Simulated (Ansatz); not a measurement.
**C2H7InO2S (SMILES C[O][In]([SH])[O]C): density, localisation and related maps**

```yaml
atoms:
  - { symbol: C, position_ang: [0.7896, -1.9755, 1.8040] }
  - { symbol: O, position_ang: [1.2439, -1.8353, 0.4777] }
  - { symbol: In, position_ang: [0.6229, -0.3555, -0.6581] }
  - { symbol: S, position_ang: [1.4249, 0.0214, -2.8474] }
  - { symbol: O, position_ang: [-0.7708, 0.7747, 0.1827] }
  - { symbol: C, position_ang: [-1.3532, 1.8595, -0.4886] }
  - { symbol: H, position_ang: [1.3406, -1.3235, 2.4932] }
  - { symbol: H, position_ang: [0.9592, -3.0117, 2.1147] }
  - { symbol: H, position_ang: [-0.2791, -1.7593, 1.9225] }
  - { symbol: H, position_ang: [0.6187, 1.0855, -3.0113] }
  - { symbol: H, position_ang: [-2.1236, 2.2937, 0.1576] }
  - { symbol: H, position_ang: [-1.8420, 1.5700, -1.4297] }
  - { symbol: H, position_ang: [-0.6309, 2.6559, -0.7173] }
```

Geometry: PBE0-D4/def2-TZVP; core potentials replace the inner electrons of In.

Computed with RKS PBE0-D4/def2-TZVPP (Ansatz).

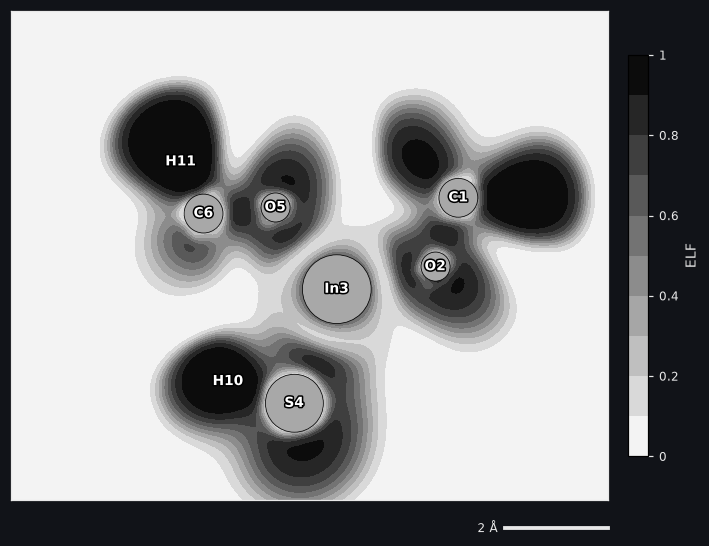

Figure 1. ELF on the plane of atoms In3, S4 and H10. Grey discs cover the atomic cores.

**Read the bonding off the picture.**

The section cuts through C, O, In, S and H sites.
C–O (1.40 Å): the ELF peaks at about 0.85 between the atoms: a polar covalent bond.
In–O (1.97 Å): the ELF peaks at about 0.80 in the valence shell of O, 0.6 Å from its nucleus, and drops to about 0.15 between the two atoms.
In–S (2.36 Å): the ELF peaks at about 0.85 in the valence shell of S, 0.9 Å from its nucleus, and drops to about 0.20 between the two atoms.
C–H (1.10 Å): the ELF climbs to about 1 towards the hydrogen, as it does in any bond to H: an ordinary covalent bond to hydrogen.
S–H (1.35 Å): the ELF climbs to about 1 towards the hydrogen.
The ELF also peaks beside S4, O2 and O5, away from the bonds: lone-pair regions.

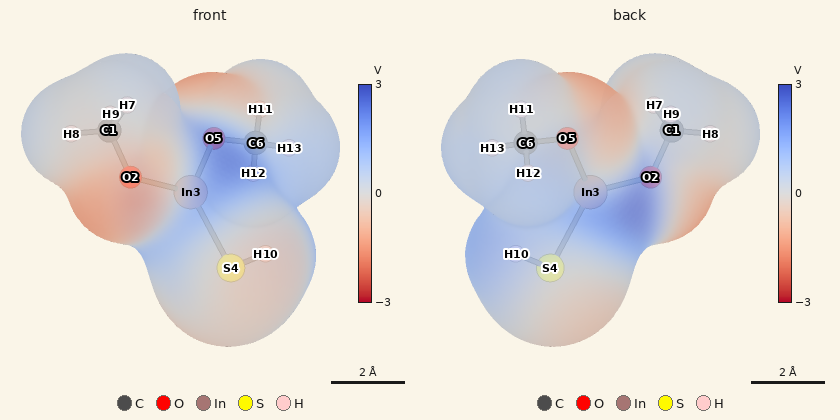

Figure 2. The electrostatic potential painted on the density surface at 0.001 e/bohr³, seen from the front and from behind; the colour scale runs from red (negative) to blue (positive).

**Which sites attract a positive test charge, and which a negative one?**

A positive charge is drawn to the negative regions and a negative charge to the positive ones. The most negative region (about −1.3 V) lies over O2, the most positive (about +2.1 V) over In3. O2 is the likeliest acceptor of a hydrogen bond.

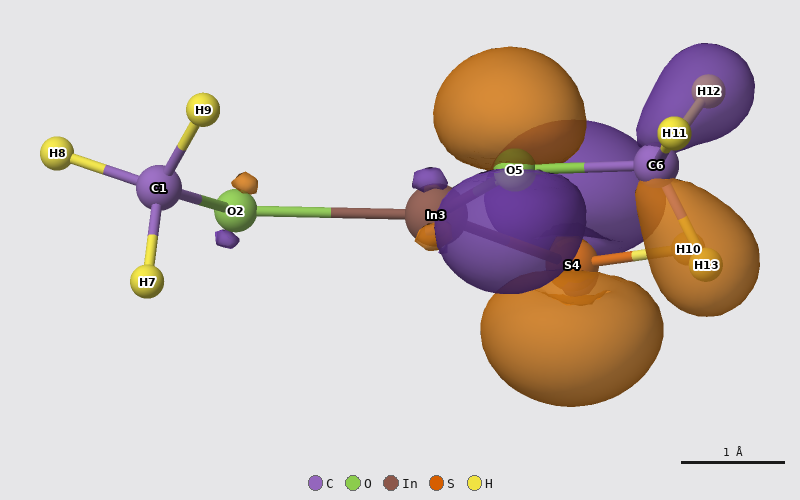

Figure 3. The HOMO−1 at ±0.15 Å⁻³ᐟ² (orange and purple are the two phases), seen from one side.

**What is the character of this orbital?**

It lies mainly on O5 (about 40 %), S4 (about 35 %), C6 (about 10 %) and In3 (about 5 %); largely a combination of lone pairs on O5 and S4. Its energy is −7.70 eV.
